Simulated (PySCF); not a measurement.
**[SiF3]− (SMILES F[Si-](F)F): MP2/STO-6G**

Aim: the vertical ionisation energy of [SiF3]− at MP2/STO-6G, from 2 runs. Input form: a Python script.

The results are computed with PySCF 2.14.0.

7 further runs of the same task are left out: 7 set aside as unsound or not needed.

## Step 1: The system as given

The species is [SiF3]− (4 atoms), meant as a singlet with charge -1. As SMILES, `F[Si-](F)F`. The coordinates come from a GFN2-xTB relaxation.

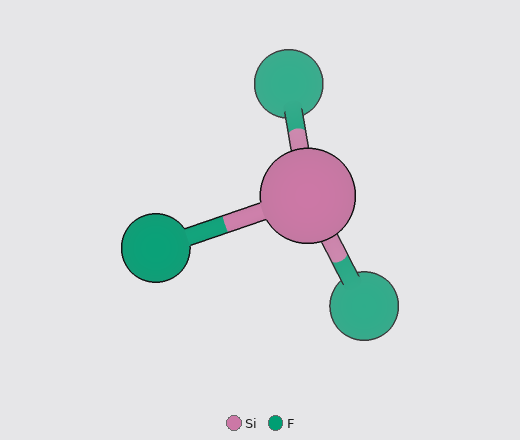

Viewed from a chosen angle; silicon pink, fluorine teal.

## Step 2: The energy at MP2/STO-6G

Input file job.py:

```python
# [SiF3]-
from pyscf import gto, scf, mp

system = gto.M(
    atom=[
    ('Si', (-0.004470, 0.005770, 0.685050)),
    ('F', (1.428310, -0.030960, -0.216950)),
    ('F', (-0.687310, 1.250250, -0.242810)),
    ('F', (-0.736530, -1.225060, -0.225300)),
],
    charge=-1,
    basis='sto-6g',
    spin=0,
    max_memory=1860,
    verbose=4,
)

hf = scf.RHF(system)
hf.conv_tol = 1e-10
hf.kernel()
if not hf.converged:
    hf = hf.newton().run(hf.mo_coeff, hf.mo_occ)

pt = mp.MP2(hf, frozen=8).run()
energy = pt.e_tot
print('Final energy', energy)
```

Run with:

```bash
$ OMP_NUM_THREADS=1 python job.py
```

The log of the run:

```text
PySCF version 2.14.0

[INPUT] num. atoms = 4
[INPUT] num. electrons = 42
[INPUT] charge = -1
[INPUT] spin (= nelec alpha-beta = 2S) = 0
[INPUT] symmetry False subgroup None
[INPUT] Mole.unit = angstrom
[INPUT] Symbol           X                Y                Z      unit          X                Y                Z       unit  Magmom
[INPUT]  1 Si    -0.004470000000   0.005770000000   0.685050000000 AA   -0.008447075777   0.010903719739   1.294556881633 Bohr   0.0
[INPUT]  2 F      1.428310000000  -0.030960000000  -0.216950000000 AA    2.699114720978  -0.058505920817  -0.409976082724 Bohr   0.0
[INPUT]  3 F     -0.687310000000   1.250250000000  -0.242810000000 AA   -1.298827662675   2.362630087237  -0.458844400306 Bohr   0.0
[INPUT]  4 F     -0.736530000000  -1.225060000000  -0.225300000000 AA   -1.391839982526  -2.315027886160  -0.425755295865 Bohr   0.0

nuclear repulsion = 169.961164030421
number of shells = 14
number of NR pGTOs = 144
number of NR cGTOs = 24
basis = sto-6g
ecp = {}

******** <class 'pyscf.scf.hf.RHF'> ********
method = RHF
initial guess = minao
damping factor = 0
level_shift factor = 0
DIIS = <class 'pyscf.scf.diis.CDIIS'>
diis_start_cycle = 1
diis_space = 8
diis_damp = 0
SCF conv_tol = 1e-10
SCF conv_tol_grad = None
SCF max_cycles = 50
direct_scf = True
direct_scf_tol = 1e-13
Set gradient conv threshold to 1e-05
Initial guess from minao.
init E= -584.385789058875
  HOMO = -0.262640363764397  LUMO = 0.237188563632083  gap/eV = 13.60104
cycle= 1 E= -584.548529083702  delta_E= -0.163  |g|= 0.458  |ddm|= 2.31
  HOMO = 0.0709589469975203  LUMO = 0.727393524379435  gap/eV = 17.86249
cycle= 2 E= -584.665018654759  delta_E= -0.116  |g|= 0.0855  |ddm|= 1.02
  HOMO = 0.080026033836608  LUMO = 0.77258777711993  gap/eV = 18.84556
cycle= 3 E= -584.669114094188  delta_E= -0.0041  |g|= 0.0277  |ddm|= 0.169
  HOMO = 0.0797565940916004  LUMO = 0.77619460940609  gap/eV = 18.95104
cycle= 4 E= -584.669821168712  delta_E= -0.000707  |g|= 0.00318  |ddm|= 0.104
  HOMO = 0.0804142265642885  LUMO = 0.776352365731273  gap/eV = 18.93744
cycle= 5 E= -584.669829952249  delta_E= -8.78e-06  |g|= 0.0004  |ddm|= 0.0109
  HOMO = 0.0803738755520912  LUMO = 0.77640943553539  gap/eV = 18.94009
cycle= 6 E= -584.669830072145  delta_E= -1.2e-07  |g|= 3.97e-05  |ddm|= 0.00121
  HOMO = 0.0803967156560171  LUMO = 0.776403620682614  gap/eV = 18.93931
cycle= 7 E= -584.669830073313  delta_E= -1.17e-09  |g|= 5.17e-06  |ddm|= 0.000114
  HOMO = 0.0803935025221101  LUMO = 0.776405357691068  gap/eV = 18.93945
cycle= 8 E= -584.669830073336  delta_E= -2.3e-11  |g|= 1.07e-06  |ddm|= 1.69e-05
  HOMO = 0.0803935558189812  LUMO = 0.776405216115391  gap/eV = 18.93944
Extra cycle  E= -584.669830073337  delta_E= -1.02e-12  |g|= 4.75e-07  |ddm|= 2.18e-06
converged SCF energy = -584.669830073337

******** <class 'pyscf.mp.mp2.RMP2'> ********
nocc = 13, nmo = 16
frozen orbitals 8
E(RMP2) = -584.728969452326  E_corr = -0.0591393789893589
E(SCS-RMP2) = -584.73368005029  E_corr = -0.0638499769530669
E_corr(same-spin) = -0.00821224365480428
E_corr(oppo-spin) = -0.0509271353345546
Final energy -584.7289694523259
```

Wall time 1.1 s (1 thread of Arm Neoverse V1, shared host); peak memory 0.12 GiB.

## Step 3: Doublet neutral SiF3

Input file input.xyz:

```xyz
4
F3Si
Si    -0.004470     0.005770     0.685050
F      1.428310    -0.030960    -0.216950
F     -0.687310     1.250250    -0.242810
F     -0.736530    -1.225060    -0.225300
```

Input file calc.py:

```python
from pyscf import gto, scf, mp

mol = gto.M(
    atom='input.xyz',
    verbose=3,
    max_memory=1860,
    spin=1,
    basis='sto-6g',
)

mf = scf.UHF(mol)
mf.conv_tol = 1e-10
mf.kernel()
if not mf.converged:
    mf = mf.newton().run(mf.mo_coeff, mf.mo_occ)

pt = mp.MP2(mf, frozen=8).run()
e_tot = pt.e_tot
print('E = %.10f Eh' % e_tot)
```

Run with:

```bash
$ OMP_NUM_THREADS=1 python calc.py
```

The log of the run:

```text
converged SCF energy = -584.762987907323  <S^2> = 0.77538624  2S+1 = 2.0252271
E(UMP2) = -584.841992702624  E_corr = -0.0790047953010451
E(SCS-UMP2) = -584.845031743938  E_corr = -0.0820438366150253
E = -584.8419927026 Eh
```

Wall time 1.1 s (1 thread of Arm Neoverse V1, shared host); peak memory 0.12 GiB.

## Step 4: What came out

Level: MP2/STO-6G, 8 core orbitals frozen.

| quantity | value |
| --- | --- |
| singlet [SiF3]−: total energy | -584.72897 Eh |
| singlet [SiF3]−: HOMO energy (Hartree–Fock orbitals) | 2.19 eV |
| singlet [SiF3]−: LUMO energy (Hartree–Fock orbitals) | 21.13 eV |
| singlet [SiF3]−: HOMO–LUMO gap (to an unbound level, set by the basis) | 18.94 eV |
| singlet [SiF3]−: correlation energy (8 core orbitals frozen) | -59.1 mEh |
| doublet neutral SiF3: total energy | -584.84199 Eh |
| doublet neutral SiF3: dipole moment (Hartree–Fock density) | 3.34 D |
| doublet neutral SiF3: HOMO energy (Hartree–Fock orbitals) (highest over α and β) | -8.80 eV |
| doublet neutral SiF3: LUMO energy (Hartree–Fock orbitals) (lowest over α and β) | 2.92 eV |
| doublet neutral SiF3: correlation energy (8 core orbitals frozen) | -79.0 mEh |
| doublet neutral SiF3: ⟨S²⟩ of the reference determinant | 0.775 |
| vertical detachment energy (to the doublet neutral) | -3.076 eV |

**Reading.** The species is unbound against losing an electron at this level, by 3.08 eV (−297 kJ/mol); missing correlation or diffuse functions can give that sign where the real anion is bound. In a minimal basis such a difference can be off by several eV, whatever the method. Mulliken charges (singlet [SiF3]−) of the mean-field density run from -0.48 on F4 to +0.43 on Si1; they depend strongly on the basis. The HOMO (singlet [SiF3]−) lies at positive energy, 2.19 eV: the electron is unbound at this level or held by a compact basis; values depend on the basis.
